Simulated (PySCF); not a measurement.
C$_{4}$H$_{8}$BrClSi

```yaml
atoms:
  - { symbol: Cl, position_ang: [2.5094, 2.1267, -0.7204] }
  - { symbol: Si, position_ang: [2.1249, 0.2853, 0.0060] }
  - { symbol: Br, position_ang: [3.8319, -1.0644, -0.4383] }
  - { symbol: C, position_ang: [0.6004, -0.4719, -0.8352] }
  - { symbol: C, position_ang: [-0.6471, 0.3427, -0.5866] }
  - { symbol: C, position_ang: [-1.3911, 0.1805, 0.7028] }
  - { symbol: C, position_ang: [-1.9886, -0.3244, -0.5770] }
  - { symbol: H, position_ang: [2.0551, 0.3188, 1.4565] }
  - { symbol: H, position_ang: [0.4441, -1.4889, -0.4695] }
  - { symbol: H, position_ang: [0.7701, -0.5539, -1.9140] }
  - { symbol: H, position_ang: [-0.6036, 1.3428, -1.0020] }
  - { symbol: H, position_ang: [-1.0250, -0.5487, 1.4104] }
  - { symbol: H, position_ang: [-1.8267, 1.0522, 1.1668] }
  - { symbol: H, position_ang: [-2.0263, -1.3922, -0.7321] }
  - { symbol: H, position_ang: [-2.8319, 0.2034, -0.9951] }
```

Geometry: GFN2-xTB.

These are results of PySCF, PBE0/def2-SVPD, SCF density, gas phase, not measurements.

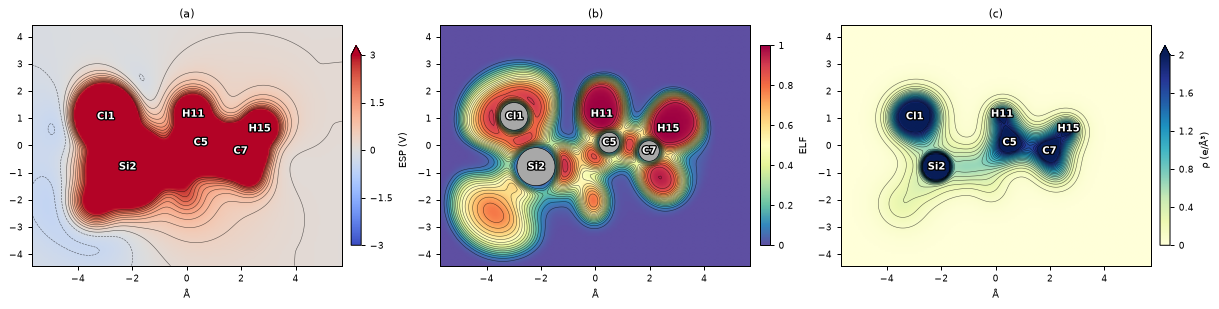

Figure 1. (a) electrostatic potential; (b) ELF; (c) total electron density on the plane of atoms C7, C5 and H11. Grey discs cover the atomic cores in the ELF map.

> What do the fields say about this system?

The plane passes through Cl, Si, C and H nuclei. C–C (1.50 Å): ρ at the midpoint is about 1.6 e/Å³; the ELF peaks at about 0.90 between the atoms; a shared electron pair. Si–Cl (2.02 Å): the density is about 0.93 e/Å³ at the midpoint; the ELF peaks at about 0.90 between the atoms; a shared but strongly polarised pair. C–H (1.08 Å): ρ at the midpoint is about 2 e/Å³; the ELF climbs to about 1 towards the hydrogen, as it does in any bond to H (an ordinary covalent bond to hydrogen). The ELF also peaks beside Br3 and Cl1, away from the bonds: lone-pair regions. Outside the dense part of the molecule the potential is most negative (−0.5 V) near Br3, which lies off the plane.

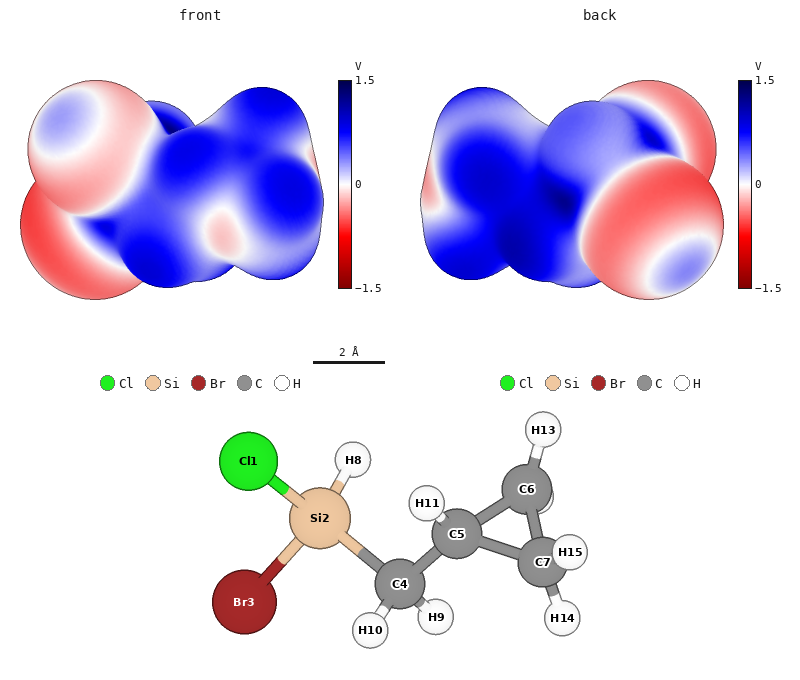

Figure 2. The molecular electrostatic potential painted on the density surface at 0.002 e/bohr³, seen from the front and from behind; the colour scale runs from red (negative) to blue (positive). The bare structure is drawn below in the same view.

> Which sites attract a positive test charge, and which a negative one?

A positive charge is drawn to the negative regions and a negative charge to the positive ones. The most negative region (about −0.6 V) lies over Br3, the most positive (about +1.1 V) over Si2 and H9. Cl1 shows a σ-hole: about +0.3 V at the tip opposite its bond, against about −0.2 V on its flanks. Br3 shows a σ-hole: about +0.3 V at the tip opposite its bond, against about −0.4 V on its flanks.

> How polar is the molecule by this calculation?

Its dipole moment is 2.30 D.
